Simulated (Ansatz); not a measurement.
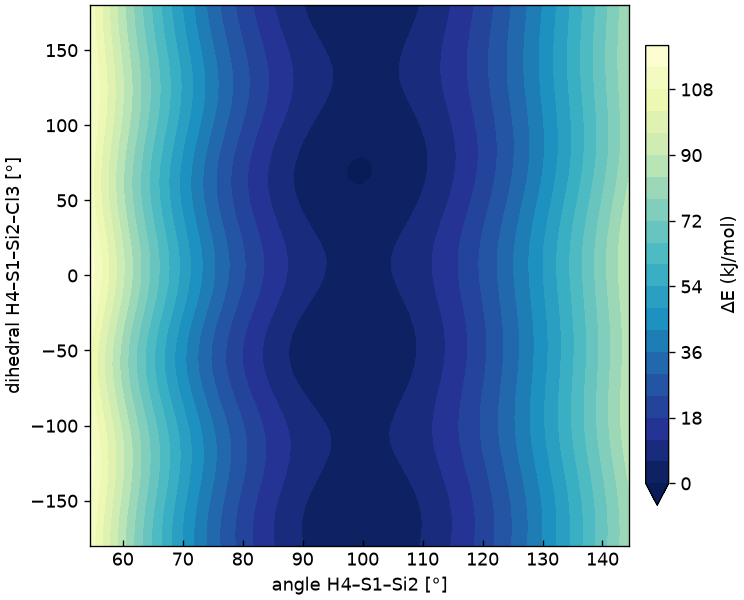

ClH₄SSi, SMILES [SH2+][SiH2]Cl, charge +1. 
- Coordinates scanned: (1) angle H4–S1–Si2; (2) dihedral H4–S1–Si2–Cl3.
- Nothing is relaxed (all other coordinates rigid).
- Grid: 15 × 15 points.
- Points are written as (first, second).
- Energies are in kJ/mol, from the lowest grid point.
- This map comes from Ansatz, RHF/def2-TZVP.

Drawn: filled contours. Between grid points the surface is interpolated.

The lowest grid point is at (99.5°, 60°); the map holds 2 wells of about this depth. There is a further well near (99.5°, −156°) (1.2 kJ/mol above the lowest at that grid point). The highest grid point, (54.5°, 12°), lies 117 kJ/mol above the lowest. On the interpolated surface the easiest way out of the lowest well to the well at about (98°, −50°) passes a barrier of about 4.7 kJ/mol, counted from the interpolated bottom of the well. Round the minimum the two coordinates are weakly coupled (coupling −0.12 in units of the two stiffnesses).

The level of theory is changed to RKS PBE0-D4/def2-TZVP (Ansatz 0.2.0); with it change the reference geometry, relaxed at the new level; the new grid has 15 × 15 points.

**How does the landscape change?**

The minimum (interpolated where it lies between grid points) moves from about (99°, 70°) to about (97°, 70°). The easiest pass out of the lowest well goes from about 4.7 to about 4.6 kJ/mol on the interpolated surfaces. The curvature at the minimum changes from about 3.4 to 3 eV/rad² along angle H4–S1–Si2 and by less than a tenth (about 0.18) eV/rad² along dihedral H4–S1–Si2–Cl3.

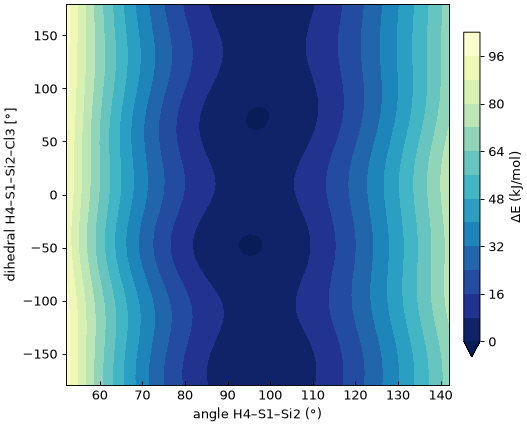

The map after the change, on a colour scale of its own. In the figure: filled contours. Between grid points the surface is interpolated.
